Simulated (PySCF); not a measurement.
## Run report: C₂H₆FN₂Si₂, EPR calculation

The run: EPR calculation of C₂H₆FN₂Si₂, multiplicity 2. Method and program: UKS B3LYP, pcH-1 on C F H N Si, non-relativistic, mean-field spin-orbit, GIAO (PySCF 2.14.0).

It belongs to a series of runs on one base structure; here: H removed from Si.

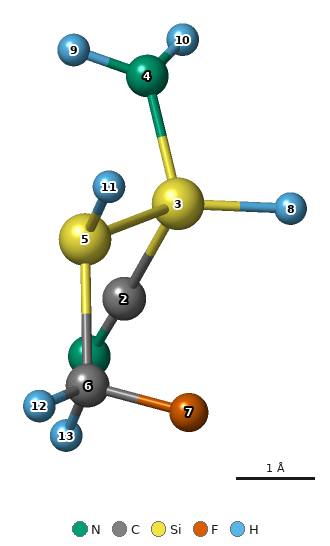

*The input geometry (ball-and-stick view, seen at an oblique angle; atoms are numbered from 1 in the order of the input).*

### Results in brief

- outcome: converged
- total energy: −868.161904 hartree
- ⟨S²⟩: 0.752
- isotropic g: 2.0033
- hardware: 1 CPU thread, shared host
- wall time: 73 s
- peak memory: 0.95 GiB

### Input file
```
{"job": {"kind": "epr", "basis": "pcH-1"}, "charge": 0, "multiplicity": 2}
N     -0.763959     2.539303    -1.574870
C     -0.907778     1.661516    -0.851790
Si    -1.112152     0.187063     0.304732
N     -2.372515    -0.890490    -0.171328
Si     0.799261    -1.027835    -0.034716
C      2.382236     0.056818     0.142624
F      2.484997     0.466771     1.465299
H     -1.644307     0.811448     1.525518
H     -2.281908    -1.458223    -0.996981
H     -3.331973    -0.610512    -0.054519
H      1.086799    -2.230097     0.768215
H      3.308613    -0.475435    -0.083614
H      2.348297     0.970158    -0.456298
```

The first line tells a small driver script what to run in PySCF; the rest is the geometry in Å.

Launched with:
```bash
OMP_NUM_THREADS=1 python <driver script> task.json out
```

### The program's output
```
UKS, coarse grid
  cycle   1  E = -868.05152063  |g| = 5.30e-01
  cycle   2  E = -867.79613822  |g| = 9.59e-01
  cycle   3  E = -868.14909840  |g| = 1.73e-01
  cycle   4  E = -868.15883069  |g| = 8.64e-02
  cycle   5  E = -868.16181858  |g| = 1.83e-02
  cycle   6  E = -868.16195099  |g| = 4.87e-03
  cycle   7  E = -868.16196248  |g| = 1.70e-03
  cycle   8  E = -868.16196406  |g| = 6.41e-04
UKS, final grid
  cycle   1  E = -868.16190383  |g| = 8.35e-04
  cycle   2  E = -868.16190349  |g| = 1.32e-03
  cycle   3  E = -868.16190411  |g| = 1.40e-04
  cycle   4  E = -868.16190412  |g| = 6.42e-05
  cycle   5  E = -868.16190412  |g| = 2.52e-05
E = -868.16190412 Eh   <S^2> = 0.7524 (exact 0.7500)
g shifts (ppm)      1          2          3
  rmc          -140       -140       -140
  gc             22         64         49
  oz_so        -252        872       2717
  total        -370        797       2625
hyperfine (MHz)  atom isotope    a_iso     a_fc   dipolar eigenvalues
    0   14N       0.01       0.02     -0.34      0.07      0.27
    1   13C      -4.09      -4.09     -0.60     -0.36      0.96
    2  29Si     -34.16     -34.24    -11.71      4.00      7.71
    3   14N      -0.34      -0.34     -0.53     -0.24      0.77
    4  29Si    -351.47    -352.36   -171.77     84.98     86.79
    5   13C      26.58      26.59     -2.08     -1.51      3.59
    6   19F     177.06     176.20    -80.27    -73.15    153.42
    7    1H      54.87      54.87     -2.20     -0.58      2.78
    8    1H      -0.80      -0.80     -2.89     -0.96      3.84
    9    1H      -2.20      -2.20     -1.35     -0.94      2.30
   10    1H      20.57      20.54     -9.49      1.68      7.81
   11    1H      -2.39      -2.38     -3.69     -1.59      5.28
   12    1H      -2.43      -2.42     -3.71     -1.60      5.30
```

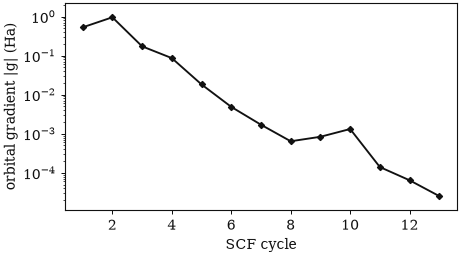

*Convergence of the self-consistent field: orbital gradient |g| against the SCF cycle.*

All cycles printed in the log are drawn one after another.

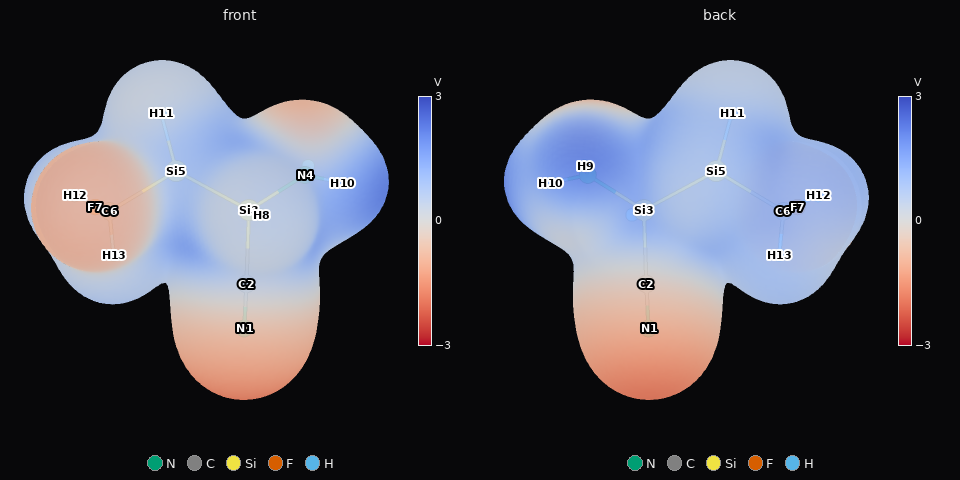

*The molecular electrostatic potential painted on the density surface at 0.002 e/bohr³, seen face on and from behind; red is negative and blue positive.*

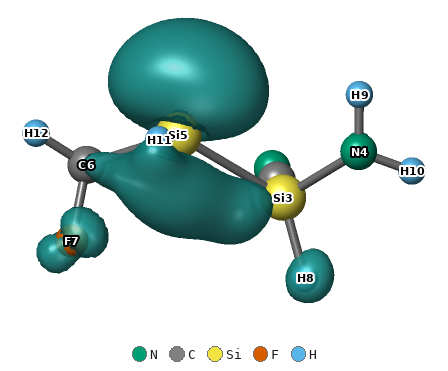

*Isosurfaces of the spin density at +0.015 (teal) and −0.015 e/Å³ (pink), seen from the side.*

The unpaired spin (1 electron) lies mostly on Si5 (about 0.7) and Si3 (about 0.1), in electrons by Hirshfeld's partition. Only one sign reaches the isovalue.
